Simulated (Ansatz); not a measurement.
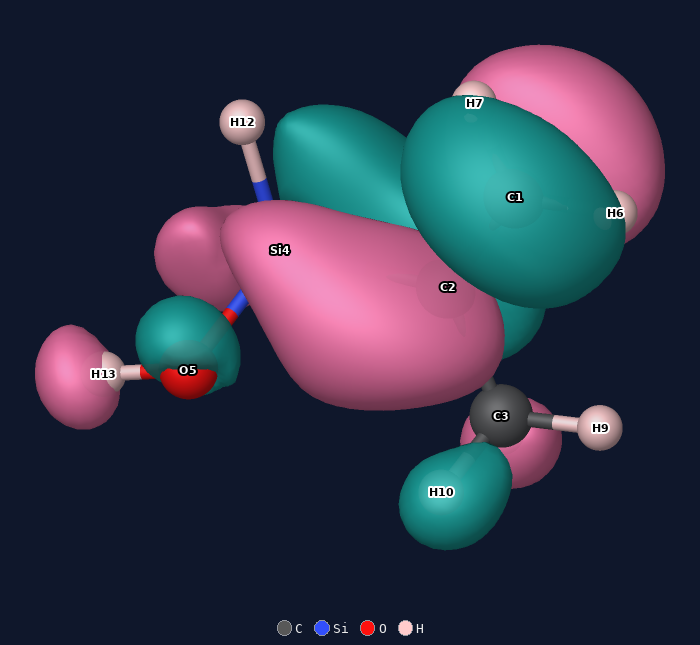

The picture shows: C3H8OSi (SMILES C=C(C)[SiH2]O). One frontier orbital at ±0.08 Å⁻³ᐟ² (teal and pink are the two phases), seen at a tilt.

The calculation used Ansatz 0.2.0, RKS PBE/def2-SVP.

```xyz
13

C    -1.1815    0.9907    0.4172
C    -0.4840   -0.0341   -0.1221
C    -1.0126   -0.8772   -1.2559
Si    1.2143   -0.4401    0.5737
O     2.2737   -0.4890   -0.7404
H    -2.1943    1.2545    0.0599
H    -0.7723    1.6112    1.2322
H    -1.0950   -1.9455   -0.9583
H    -2.0113   -0.5365   -1.5987
H    -0.3154   -0.8527   -2.1202
H     1.2090   -1.7862    1.2662
H     1.5966    0.6090    1.5884
H     3.1382   -0.8977   -0.5628
```

### Which orbital is it: HOMO or LUMO?

The LUMO, at −1.19 eV. Its weight (Hirshfeld) is mainly on C1 (about 35 %), C2 (about 25 %) and Si4 (about 15 %); π-antibonding (π*) across C1–C2.
